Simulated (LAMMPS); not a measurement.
Molecular dynamics of Ni (fcc) with 50 % of Ni sites Pt, 4000 atoms, at 1320 K and 0 GPa, heated as the crystal.

All values are model results, not measurements: classical MD, pair style eam, the elements' _u3.eam files (universal-3 set of Foiles, Baskes and Daw) (LAMMPS).

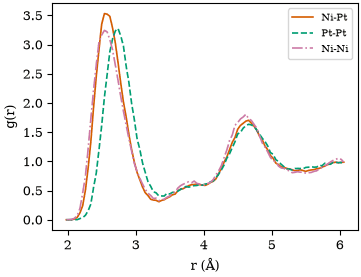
*g(r) against r (Å)*

The data show:
- state found: crystal; no diffusion seen in 30 ps
- first peak of g(r), Ni-Pt: 2.57 Å, height 3.5
- coordination number of Ni by Pt: 6.18 (counted to 3.34 Å)
- coordination number of Pt by Ni: 6.18 (counted to 3.34 Å)
- first peak of g(r), Pt-Pt: 2.73 Å, height 3.3

Caution: the random arrangement on this lattice is imposed, and need not be a phase that exists in equilibrium. Caution: a run this short can hold a crystal over, or a liquid under, the potential's melting point.
